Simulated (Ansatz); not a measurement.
**Phonons of LiRe in the Bh ordering**

Question: is the lattice of LiRe in the Bh ordering stable, and if so, what are its coupling constant and resistivity?

Main program and level: Ansatz 0.2.0; DFT PBEsol, scalar-relativistic, plane waves, PAW.

The structure was built from a prototype and need not be the compound's stable phase.

**1. The starting structure**

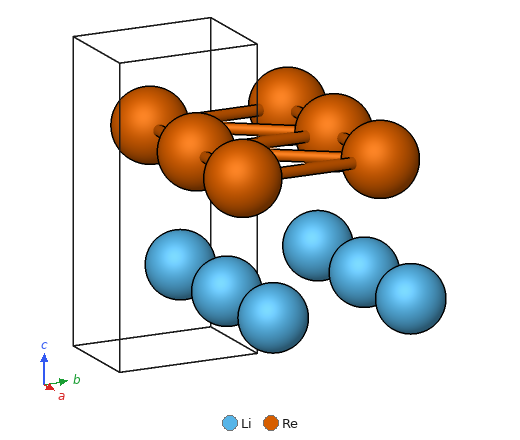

Start, viewed slightly off an axis; lithium blue, rhenium orange. 3×2×1 cells are drawn.

Coordinates:

```cif
data_structure
_symmetry_space_group_name_H-M 'P 1'
_symmetry_Int_Tables_number 1
_cell_length_a 2.9405
_cell_length_b 2.9405
_cell_length_c 4.8018
_cell_angle_alpha 90.000
_cell_angle_beta 90.000
_cell_angle_gamma 120.000
_cell_volume 35.96
loop_
_atom_site_label
_atom_site_type_symbol
_atom_site_fract_x
_atom_site_fract_y
_atom_site_fract_z
_atom_site_occupancy
Li1 Li 0.33333 0.66667 0.25000 1
Re2 Re 0.66667 0.33333 0.75000 1
```

**2. Rough relaxation**

Large forces or a large pressure at the start call for a first relaxation with loose thresholds.

input.yaml

```yaml
crystal:
  lattice:
    - [2.94051, 0.0, 0.0]
    - [-1.47025, 2.54656, 0.0]
    - [0.0, 0.0, 4.80185]
  atoms:
    - { symbol: Li, position: [0.33333333, 0.66666667, 0.25] }
    - { symbol: Re, position: [0.66666667, 0.33333333, 0.75] }
kpoints:
  mp_grid: { grid: [9, 9, 4] }
hamiltonian:
  xc: pbesol
scf:
  occupations: { method: gaussian, width: 0.1 }
output:
  forces: true
  stress: true
  eigenvalues: true
relax:
  adjacent_minimum: "off"
  f_tol: 0.05
  max_steps: 80
  cell: { stress_tol: 0.5 }
```

The run is started by

```sh
$ ansatz run input.yaml --threads 4 --pin off --max-ram 8192MiB --backend cpu --events-out ev --progress --plain --runs-dir out
```

Numbers of over 12 decimals in the logs are rounded to 6 here.

What it wrote:

```text
The last accepted step is kept in <dir> (removed where the run ends without a failure and the disk answers)
Engine: ansatz 0.2.0, aarch64-unknown-linux-gnu
Pseudopotentials: kind: paw
Pseudopotential: Li, paw, valence charge 3, recommended cutoff 420 eV (normal), Li.paw.azcp
Pseudopotential: Re, paw, valence charge 15, recommended cutoff 420 eV (normal), Re.paw.azcp
Functional definition: PBEsol
  exchange = pbesol_x
  correlation = pbesol_c
Crystal: 2 atoms, lattice volume = 35.957 Å³
Basis set: ecut = 420 eV, 701 PW (Γ), exchange–correlation on 40×40×72 points (8 copies of the dense FFT grid, shifted against one another)
Bands: 13, of which v1, the nominal top of the filled ones, is band 9 counted from 1 (8 counted from 0)
Symmetry: 12 space group operations
Space group: P-6m2 (ITA 187), of the structure as read, at distance tolerance 3.3e-5 Å
k-points: 36 of 324 (time reversal used)
Non-local potential: Li, projectors of the file, l = 0: 3, l = 1: 2, l = 2: 1
Non-local potential: Re, projectors of the file, l = 0: 3, l = 1: 2, l = 2: 2, l = 3: 1
PAW form: soft (Blöchl's): semilocal exchange-correlation on the pseudo side does not see the compensation charge
PAW frozen core: Re, regenerated for the run's functional, and the local potential with it (the file was generated under x = pbe(κ = 0.804, μ = 0.219515), c = pbe(β = 0.066725))
PAW one-centre angular grid: Li, 110 points (default); XC on 64 Gauss nodes
PAW one-centre angular grid: Re, 590 points (default); XC on 64 Gauss nodes
Initial density: superposition of atomic densities (neutral atoms: chi_scale 0, normalization atom), corrected by the library's trained network
Initial wavefunctions: pseudopotential atomic-orbital guess
Functional: x = pbesol(κ = 0.804, μ = 0.123457), c = pbesol(β = 0.046)
SCF iter   1: F=—  HF=-10938.471293 eV  |F-HF|=—  |Δ(HF+E_count)|=         —  Δρ=5.58e-3  dr2=7.96e-3  ethr=1.77e-3  ⟨swp⟩=4.4  Hψ=2256  notcnv=0
preconditioner: auto → none  [metal: Δε(μ)=0.058 eV  Ē_g=5.464 eV  σ=0.100 eV  W_gap=0.31  n_scr=2 (ndim 8)  ℏωp=17.5 eV  f_vac=0.000  D(μ)=0.91/eV (n_scr^D=2)  sad-step TF]
SCF iter   2: F=—  HF=-10938.469741 eV  |F-HF|=—  |Δ(HF+E_count)|=   1.55e-3  Δρ=3.23e-3  dr2=2.87e-3  ethr=4.42e-5  ⟨swp⟩=1.5  Hψ=806  notcnv=0
SCF iter   3: F=—  HF=-10938.468858 eV  |F-HF|=—  |Δ(HF+E_count)|=   8.83e-4  Δρ=2.62e-4  dr2=1.55e-5  ethr=1.59e-5  ⟨swp⟩=2.5  Hψ=713  notcnv=0
SCF iter   4: F=—  HF=-10938.468855 eV  |F-HF|=—  |Δ(HF+E_count)|=   3.32e-6  Δρ=4.72e-5  dr2=1.13e-6  ethr=8.62e-8  ⟨swp⟩=2.6  Hψ=798  notcnv=0
iter 5 did not close the SCF: its close was put off for the readings that it lacked (scf_convergence_deferred on its scf_iter line)
SCF iter   5: F=-10938.468855 eV  HF=-10938.468855 eV  |F-HF|=5.05e-9  |Δ(HF+E_count)|=   3.05e-7  Δρ=8.86e-6  dr2=1.75e-8  ethr=6.30e-9  ⟨swp⟩=2.3  Hψ=636  notcnv=0
SCF iter   6: F=-10938.468855 eV  HF=-10938.468855 eV  |F-HF|=3.46e-11  |Δ(HF+E_count)|=   7.18e-9  Δρ=1.15e-6  dr2=1.97e-10  ethr=9.70e-11  ⟨swp⟩=2.2  Hψ=1467  notcnv=0
SCF 1 converged in 6 iterations: F = -10938.468855 eV  dr2 = 1.97e-10
  greatest PAW one-centre occupation: 1.000 electrons in one spin orbital (limit 2), on the Li atom at site 0 (counted from 0), in its partial waves of l = 0
relax step   1: F+E_penalty+E_count = -10938.46885476 eV  Δ(F+E_penalty+E_count) = +0.000e0 eV  max|allowed force component| = 5.349e-18 eV/Å  Δτ_max = 0.0000 Å  P = -26.265 GPa  Ω = 35.957 Å³  (6 SCF iters, dr2 threshold 1.00e-7 eV, accepted)
Crystal: 2 atoms, lattice volume = 32.353 Å³
Basis set: ecut = 420 eV, 651 PW (Γ), exchange–correlation on 40×40×72 points (8 copies of the dense FFT grid, shifted against one another)
Initial density: handed on by an earlier stage of this run
Initial wavefunctions: those handed on with the density
iter 1 solved again at ethr=1.17e-4 eV; its pass at ethr=3.10e-3 eV (dr2=2.10e-2 eV) is discarded
SCF iter   1: F=—  HF=-10939.183957 eV  |F-HF|=—  |Δ(HF+E_count)|=         —  Δρ=7.35e-3  dr2=2.08e-2  ethr=1.17e-4  ⟨swp⟩=1.0  Hψ=3053  notcnv=0
preconditioner: auto → none  [metal: Δε(μ)=0.101 eV  Ē_g=6.122 eV  σ=0.100 eV  W_gap=0.49  n_scr=2 (ndim 8)  ℏωp=18.5 eV  f_vac=0.000  D(μ)=0.88/eV (n_scr^D=2)]
SCF iter   2: F=—  HF=-10939.179191 eV  |F-HF|=—  |Δ(HF+E_count)|=   4.77e-3  Δρ=2.84e-3  dr2=1.77e-3  ethr=1.16e-4  ⟨swp⟩=2.0  Hψ=550  notcnv=0
SCF iter   3: F=—  HF=-10939.178997 eV  |F-HF|=—  |Δ(HF+E_count)|=   1.94e-4  Δρ=6.61e-4  dr2=5.14e-5  ethr=9.83e-6  ⟨swp⟩=1.9  Hψ=532  notcnv=0
SCF iter   4: F=—  HF=-10939.179004 eV  |F-HF|=—  |Δ(HF+E_count)|=   6.65e-6  Δρ=5.08e-5  dr2=3.26e-7  ethr=2.86e-7  ⟨swp⟩=1.9  Hψ=579  notcnv=0
iter 5 did not close the SCF: its close was put off for the readings that it lacked (scf_convergence_deferred on its scf_iter line)
SCF iter   5: F=-10939.179004 eV  HF=-10939.179004 eV  |F-HF|=4.09e-10  |Δ(HF+E_count)|=   1.64e-7  Δρ=9.50e-6  dr2=6.38e-9  ethr=1.81e-9  ⟨swp⟩=2.2  Hψ=728  notcnv=0
SCF iter   6: F=-10939.179004 eV  HF=-10939.179004 eV  |F-HF|=1.44e-10  |Δ(HF+E_count)|=   1.13e-9  Δρ=8.12e-7  dr2=1.77e-10  ethr=3.54e-11  ⟨swp⟩=1.4  Hψ=1393  notcnv=0
SCF 2 converged in 6 iterations: F = -10939.179004 eV  dr2 = 1.77e-10
relax step   2: F+E_penalty+E_count = -10939.17900384 eV  Δ(F+E_penalty+E_count) = -7.101e-1 eV  max|allowed force component| = 5.782e-18 eV/Å  Δτ_max = 0.0000 Å  P = -19.267 GPa  Ω = 32.353 Å³  energy of the carried Pulay correction = +1.262e-3 eV  (6 SCF iters, dr2 threshold 2.00e-7 eV, accepted)
Crystal: 2 atoms, lattice volume = 29.015 Å³
Basis set: ecut = 420 eV, 561 PW (Γ), exchange–correlation on 40×40×72 points (8 copies of the dense FFT grid, shifted against one another)
iter 1 solved again at ethr=4.90e-5 eV; its pass at ethr=3.10e-3 eV (dr2=8.82e-3 eV) is discarded
SCF iter   1: F=—  HF=-10939.538978 eV  |F-HF|=—  |Δ(HF+E_count)|=         —  Δρ=6.10e-3  dr2=8.90e-3  ethr=4.90e-5  ⟨swp⟩=1.7  Hψ=3221  notcnv=0
preconditioner: auto → none  [metal: Δε(μ)=0.100 eV  Ē_g=6.879 eV  σ=0.100 eV  W_gap=0.43  n_scr=2 (ndim 8)  ℏωp=19.5 eV  f_vac=0.000  D(μ)=1.53/eV (n_scr^D=22)]
SCF iter   2: F=—  HF=-10939.537341 eV  |F-HF|=—  |Δ(HF+E_count)|=   1.64e-3  Δρ=2.47e-3  dr2=8.82e-4  ethr=4.90e-5  ⟨swp⟩=1.9  Hψ=567  notcnv=0
SCF iter   3: F=—  HF=-10939.537420 eV  |F-HF|=—  |Δ(HF+E_count)|=   7.88e-5  Δρ=5.40e-4  dr2=2.84e-5  ethr=4.90e-6  ⟨swp⟩=1.5  Hψ=509  notcnv=0
SCF iter   4: F=—  HF=-10939.537432 eV  |F-HF|=—  |Δ(HF+E_count)|=   1.23e-5  Δρ=6.05e-5  dr2=4.91e-7  ethr=1.58e-7  ⟨swp⟩=2.4  Hψ=713  notcnv=0
iter 5 did not close the SCF: its close was put off for the readings that it lacked (scf_convergence_deferred on its scf_iter line)
SCF iter   5: F=-10939.537432 eV  HF=-10939.537432 eV  |F-HF|=7.15e-10  |Δ(HF+E_count)|=   9.24e-8  Δρ=8.64e-6  dr2=5.60e-9  ethr=2.73e-9  ⟨swp⟩=2.5  Hψ=716  notcnv=0
SCF iter   6: F=-10939.537432 eV  HF=-10939.537432 eV  |F-HF|=1.27e-11  |Δ(HF+E_count)|=   1.03e-9  Δρ=3.76e-7  dr2=3.51e-11  ethr=3.11e-11  ⟨swp⟩=1.6  Hψ=1401  notcnv=0
SCF 3 converged in 6 iterations: F = -10939.537432 eV  dr2 = 3.51e-11
relax step   3: F+E_penalty+E_count = -10939.53743195 eV  Δ(F+E_penalty+E_count) = -3.584e-1 eV  max|allowed force component| = 9.830e-18 eV/Å  Δτ_max = 0.0000 Å  P = -3.786 GPa  Ω = 29.015 Å³  energy of the carried Pulay correction = +2.556e-3 eV  (6 SCF iters, dr2 threshold 2.00e-7 eV, accepted)
[...]
relax step   4: F+E_penalty+E_count = -10939.54493014 eV  Δ(F+E_penalty+E_count) = -7.498e-3 eV  max|allowed force component| = 6.650e-18 eV/Å  Δτ_max = 0.0000 Å  P = +1.466 GPa  Ω = 28.107 Å³  energy of the carried Pulay correction = +2.932e-3 eV  (6 SCF iters, dr2 threshold 2.00e-7 eV, accepted)
[...]
relax step   5: F+E_penalty+E_count = -10939.54592697 eV  Δ(F+E_penalty+E_count) = -9.968e-4 eV  max|allowed force component| = 1.214e-17 eV/Å  Δτ_max = 0.0000 Å  P = -0.052 GPa  Ω = 28.376 Å³  energy of the carried Pulay correction = +2.819e-3 eV  (6 SCF iters, dr2 threshold 2.00e-7 eV, accepted)
Basis set: ecut = 420 eV, 561 PW (Γ), exchange–correlation on 36×36×64 points (8 copies of the dense FFT grid, shifted against one another)
Initial wavefunctions: pseudopotential atomic-orbital guess (no wavefunctions were taken with the density)
iter 1 solved again at ethr=8.70e-8 eV; its pass at ethr=3.10e-3 eV (dr2=1.57e-5 eV) is discarded
SCF iter   1: F=—  HF=-10939.543633 eV  |F-HF|=—  |Δ(HF+E_count)|=         —  Δρ=5.61e-4  dr2=1.09e-5  ethr=8.70e-8  ⟨swp⟩=2.9  Hψ=3544  notcnv=0
preconditioner: auto → none  [metal: Δε(μ)=0.099 eV  Ē_g=7.033 eV  σ=0.100 eV  W_gap=0.50  n_scr=2 (ndim 8)  ℏωp=19.7 eV  f_vac=0.000  D(μ)=1.88/eV (n_scr^D=22)]
SCF iter   2: F=—  HF=-10939.543637 eV  |F-HF|=—  |Δ(HF+E_count)|=   4.04e-6  Δρ=2.66e-4  dr2=2.19e-6  ethr=6.04e-8  ⟨swp⟩=1.9  Hψ=580  notcnv=0
SCF iter   3: F=—  HF=-10939.543636 eV  |F-HF|=—  |Δ(HF+E_count)|=   1.10e-6  Δρ=2.04e-5  dr2=3.07e-8  ethr=1.22e-8  ⟨swp⟩=2.9  Hψ=754  notcnv=0
iter 4 did not close the SCF: its close was put off for the readings that it lacked (scf_convergence_deferred on its scf_iter line)
SCF iter   4: F=-10939.543636 eV  HF=-10939.543636 eV  |F-HF|=5.46e-11  |Δ(HF+E_count)|=   9.36e-9  Δρ=4.70e-6  dr2=1.73e-9  ethr=1.71e-10  ⟨swp⟩=2.9  Hψ=815  notcnv=0
iter 5 did not close the SCF: its close was put off for the readings that it lacked (scf_convergence_deferred on its scf_iter line)
SCF iter   5: F=-10939.543636 eV  HF=-10939.543636 eV  |F-HF|=4.55e-11  |Δ(HF+E_count)|=  3.86e-10  Δρ=8.41e-7  dr2=1.06e-10  ethr=9.62e-12  ⟨swp⟩=2.5  Hψ=744  notcnv=0
SCF iter   6: F=-10939.543636 eV  HF=-10939.543636 eV  |F-HF|=0.00e0  |Δ(HF+E_count)|=  1.64e-11  Δρ=9.12e-8  dr2=9.65e-13  ethr=1.00e-12  ⟨swp⟩=2.0  Hψ=1407  notcnv=0
SCF 6 converged in 6 iterations: F = -10939.543636 eV  dr2 = 9.65e-13
relax step   6: F+E_penalty+E_count = -10939.54363600 eV  Δ(F+E_penalty+E_count) = +2.291e-3 eV  max|allowed force component| = 1.503e-17 eV/Å  Δτ_max = 0.0000 Å  P = -0.078 GPa  Ω = 28.376 Å³  stress off target by 1.07e-1 GPa  SCF on the basis re-selected at this cell (its energy is not comparable with the rows above)  (6 SCF iters)
basis re-selected at this cell: Δ(F+E_penalty+E_count) = +2.291e-3 eV, ΔP = -0.026 GPa vs the last step (what re-selecting the basis moved, of the pressure what is left beyond the Pulay correction that the steps carried, after the strain that the cell walked since its last selection, with what the two solves' SCF thresholds leave and, on support functions, any second-order correction that the steps lacked; it is no measure of the basis error at this ecutwfc). The dense FFT grid was sized anew with the basis: this SCF ran on 18×18×32 points, the steps before it on 20×20×36, so part of this shift can come from that change (see relax.cell in the input reference). [rest of the remark cut]
SCF converged after 6 iterations
Free energy (F): -10939.543636 eV
Harris-Foulkes:  -10939.543636 eV  (|F-HF|=0.00e0)
Internal energy: -10939.534221 eV  (E = F + TS)
E sigma→0 (E₀):  -10939.538929 eV
Entropy (-TS):   -0.009415 eV (-4.707 meV/atom)
Fermi energy:    13.208993 eV
--- Per-component energies (eV) ---
  E_band       = -282.760467
  E_kinetic    = 562.108494
  E_local      = -1577.532810  (includes V_loc(G=0)·N_el)
  E_nonlocal   = 19.431351
  E_hartree    = 593.840680
  E_xc         = -410.878307
  E_vxc        = -316.560144  (∫ρ·V_xc dr)
  E_paw        = -8550.966716  (= ΣΔE_a)
  E_vpaw       = -157.888701  (= ΣTr[D̂ρ^β])
  E_aug_tail   = -0.000053  (compensation charges beyond the density's cutoff)
  E_ewald      = -1575.770122
  E_core_change = 0.233262  (= ΣΔE_core)
  E_smearing   = -0.009415  (= −TS)
  E_closure    = 0.000000  (closes the sum)
  Σ components = -10939.543636   (vs F -10939.543636, Δ=0.00e0)
--- Forces (eV/Å), atoms counted from 1 ---
  atom   1  Li     0.00000000     0.00000000     0.00000000
  atom   2  Re    -0.00000000    -0.00000000     0.00000000
  max |Σ_I F_I| component: 4.05e-18 eV/Å
--- Stress (GPa, compression-positive) ---
       -0.063282       0.000000       0.000000
        0.000000      -0.063282       0.000000
        0.000000       0.000000      -0.107062
  P = ⅓ Tr σ = -0.0779 GPa (-0.779 kbar)
--- Band table (eV; the first three rows and the last of 36) ---
  k-point 0: bands = [... 5 lower, 5.2480, 9.3127, 12.1029, 12.1029, 12.6149, 15.8902, 15.8902, 19.7048]
  k-point 1: bands = [... 5 lower, 5.3115, 9.5776, 11.7789, 12.1056, 12.1056, 15.8750, 15.8750, 20.9575]
  k-point 2: bands = [... 5 lower, 5.3762, 10.3518, 10.5270, 12.1084, 12.1084, 15.8600, 15.8600, 22.5543]
  k-point 35: bands = [... 5 lower, 10.6568, 10.9793, 11.2141, 11.3898, 13.6467, 16.6260, 19.3119, 21.3659]
--- Relaxed structure (5 steps of the walk, 5 accepted, 1 SCFs on fresh bases) ---
  F+E_penalty+E_count = -10939.54363600 eV   max|allowed force component| = 1.503e-17 eV/Å   (the final SCF, on the basis selected at the relaxed cell)
  cell:  # Å, volume = 28.3759 Å³
    - [2.632073, -2.5839509988806852e-6, 0.0]
    - [-1.316034, 2.279443, 0.0]
    - [0.0, 0.0, 4.729592]
  atoms:
    - { symbol: Li, position: [0.333333, 0.666667, 0.250000] }
    - { symbol: Re, position: [0.666667, 0.333333, 0.750000] }
```

It took 3 s on 4 threads of Arm Neoverse V2, shared host; peak memory 0.32 GiB.

Step by step:

```csv
step,energy less that of the first step (eV),largest force component (eV/Å),pressure (GPa),volume (Å³)
1,0.0000,0.0000,-26.27,35.96
2,-0.7101,0.0000,-19.27,32.35
3,-1.0686,0.0000,-3.79,29.01
4,-1.0761,0.0000,1.47,28.11
5,-1.0771,0.0000,-0.05,28.38
6*,-1.0748,0.0000,-0.08,28.38
```

Relaxation steps marked * repeat the geometry before them on a plane-wave basis chosen anew for their cell, so energy and pressure can jump there.

Forces are held to the 12 operations that the run works with; a distortion that breaks them can't arise in this run.

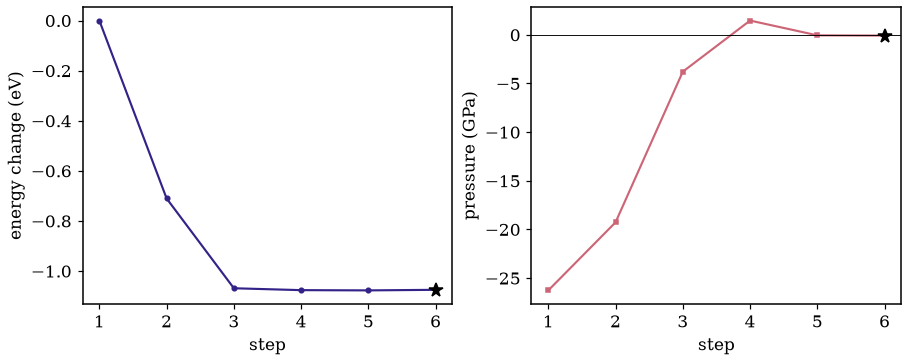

Energy and pressure along the relaxation. Stars mark steps on a basis chosen anew.

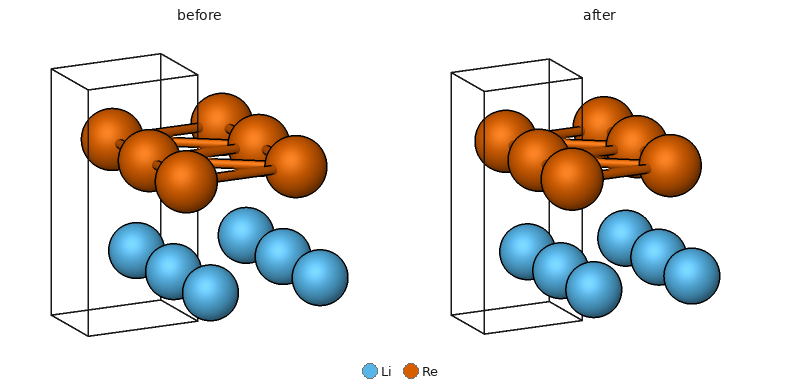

Before and after, at one scale.

```csv
"conventional cell, symmetrised",before,after,change
a (Å),2.941,2.632,-10.5 %
b (Å),2.941,2.632,-10.5 %
c (Å),4.802,4.730,-1.5 %
volume (Å³/atom),17.98,14.19,-21.1 %
```

Final coordinates:

```xyz
2
Lattice="2.6321 0.0000 0.0000 -1.3160 2.2794 0.0000 0.0000 0.0000 4.7296" Properties=species:S:1:pos:R:3 pbc="T T T"
Li    0.0000    1.5196    1.1824
Re    1.3160    0.7598    3.5472
```

Numbers from this step:

- pressure: -0.07788 GPa
- volume per atom: 14.19 Å³
- metallic on mesh: yes
- gap on the k-mesh: 0 eV

The largest force is now zero by symmetry and the largest stress component 0.11 GPa.

[end of part 1 of 3]

[Logs are printed without paths, hosts, clocks, repeated set-up lines and the standing remarks that a program may print on its own settings, such as how far it seeks lower states.]

[Hosts, paths, dates, database ids (printed as entryN), source tags and the programs' standing remarks are cut or masked in the printed files.]
